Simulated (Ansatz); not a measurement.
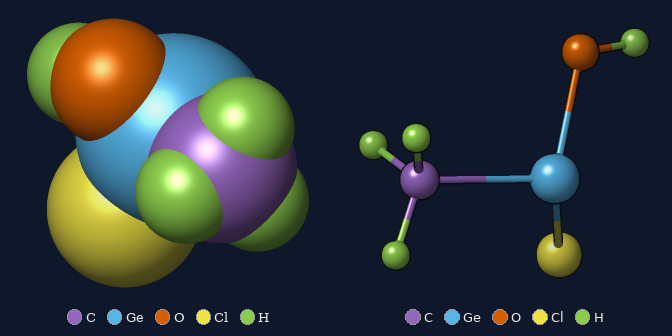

Both panels show the same species.

State: neutral, doublet. The geometry was computed by an optimisation with PBE0-D4/def2-TZVP.

Which formula does it have?

CH₄ClGeO, 8 atoms: 1 carbon, 4 hydrogen, 1 chlorine, 1 germanium and 1 oxygen.

Count the bonded pairs by element.

3 C–H, 1 C–Ge, 1 Ge–O, 1 Cl–Ge, 1 O–H.

How many atoms are distinct by symmetry?

8: 1 C, 1 Ge, 1 O, 1 Cl, 1 H, 1 H, 1 H, 1 H.

The parts below concern this one geometry. Atoms keep their numbers from picture to picture.

### Geometry

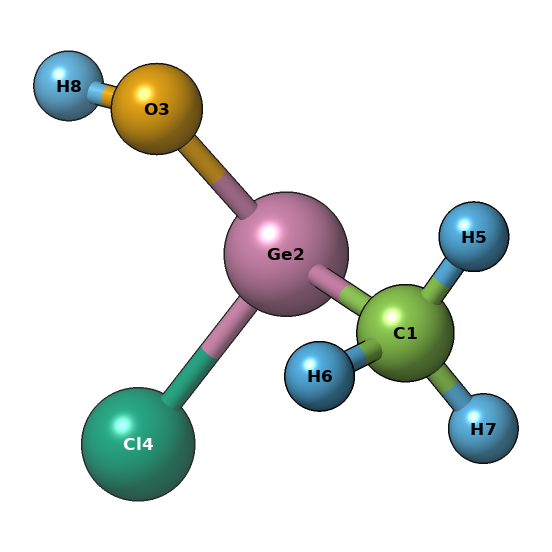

The atoms are numbered.

Which atoms are bonded, and how long are the bonds?

```csv
bond,length (Å)
C1–Ge2,1.959
C1–H5,1.090
C1–H6,1.091
C1–H7,1.089
Ge2–O3,1.780
Ge2–Cl4,2.184
O3–H8,0.961
```

### Charges

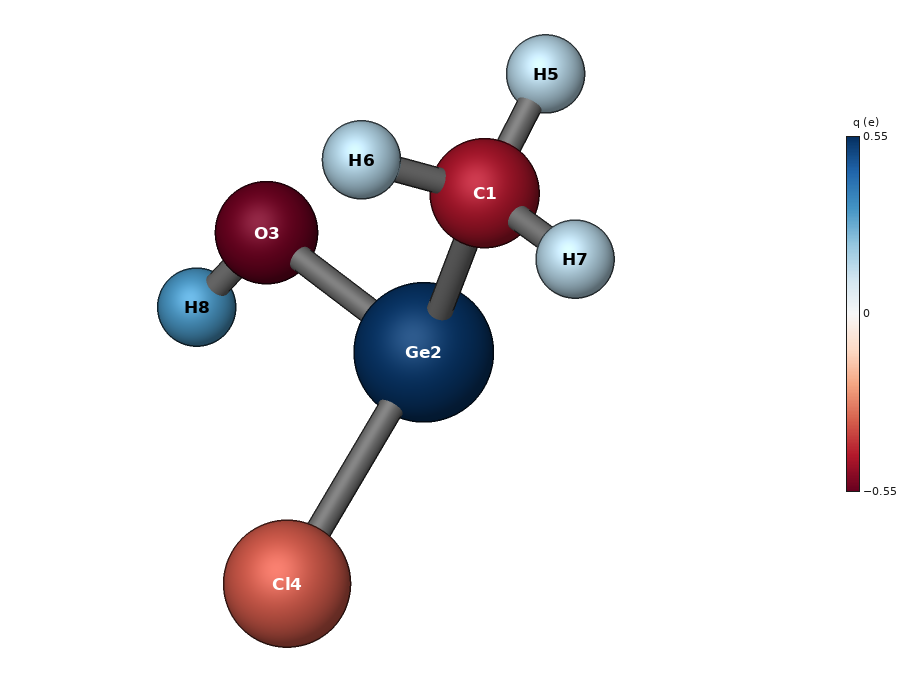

Atoms are coloured by their Mulliken charges. Method: UKS PBE0-D4/def2-TZVP (Ansatz 0.2.0).

Which atom carries the highest charge (most positive or least negative)?

Ge2 (0.54 e).

And the lowest?

O3 (−0.54 e).

Give the Mulliken charges atom by atom.

```
atom  value (e)
  C1      −0.45
 Ge2       0.54
  O3      −0.54
 Cl4      −0.34
  H5       0.15
  H6       0.16
  H7       0.15
  H8       0.32
```

### Electronic properties

Method: UKS PBE0-D4/def2-TZVP (Ansatz 0.2.0).

Computed properties:

- dipole moment: 1.41 D
- ⟨S²⟩ of the determinant: 0.753
- harmonic zero-point energy: 134.1 kJ/mol
- dispersion correction: −14.0 kJ/mol

### Vibrations

Harmonic vibrations computed with UKS PBE0-D4/def2-TZVP (Ansatz 0.2.0) at a stationary point of the same level.

List the wavenumbers.

18 modes: 95, 145, 172, 203, 291, 390, 576, 698, 769, 789, 898, 1224, 1434, 1442, 3066, 3168, 3184, 3884 cm⁻¹.

Mulliken values depend strongly on the basis set and can even reverse the polarity of a bond.
